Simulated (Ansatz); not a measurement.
## Sn: response to strain

Start from Sn in the diamond structure (space group Fd-3m, No. 227; a = 6.656 Å; relaxed with 0.1 eV smearing). Axes: x, y, z lie along the cube axes.

Strains are applied to the cell and any free atomic positions relax; under biaxial strain the out-of-plane vector relaxes too.

All numbers come from Ansatz (an electronic-structure program), PBE, PAW, cutoff 420 eV, no SOC.

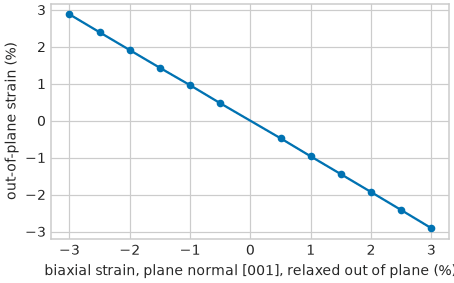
Figure. Out-of-plane strain against biaxial strain, plane normal [001], relaxed out of plane

Problem. From the plot, what is the out-of-plane strain for biaxial strain +0.50 %, plane normal [001], relaxed out of plane?

Solution. About -0.5 %.

Problem. Is the trend monotonic over the range shown?

Solution. Yes, it falls throughout, spanning -2.91 % to +2.88 %.

Whether these cells are dynamically stable was not tested.
